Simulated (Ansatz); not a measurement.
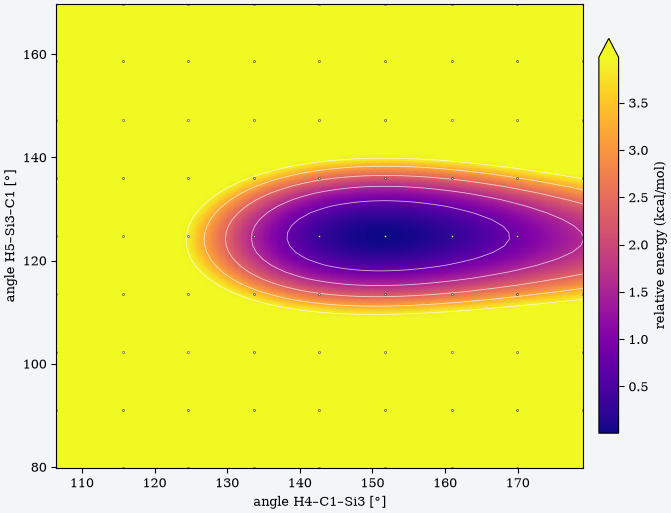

CH₃OSi, SMILES [CH]1O[SiH2]1, spin multiplicity 2. Coordinates scanned: (1) angle H4–C1–Si3; (2) angle H5–Si3–C1. Nothing is relaxed (all other coordinates rigid). The scan uses a 9 × 9 grid. Energies: kcal/mol, counted from the lowest grid point. The calculation used Ansatz, UKS PBE0-D4/def2-TZVP.

In the figure: a smooth colour map with a few white contour lines, dots at the grid points, one colour for all values above the top of the scale. Between grid points the surface is interpolated.

Question: Estimate the position of the minimum and the force constants in these coordinates.

Answer: The interpolated minimum is at angle H4–C1–Si3 ≈ 151.5°, angle H5–Si3–C1 ≈ 124.8°. The curvatures there are about 1.1 eV/rad² and 4.9 eV/rad², with a cross term of about 0 eV/rad². Round the minimum the two coordinates are nearly uncoupled. (1 eV is 23.1 kcal/mol.)
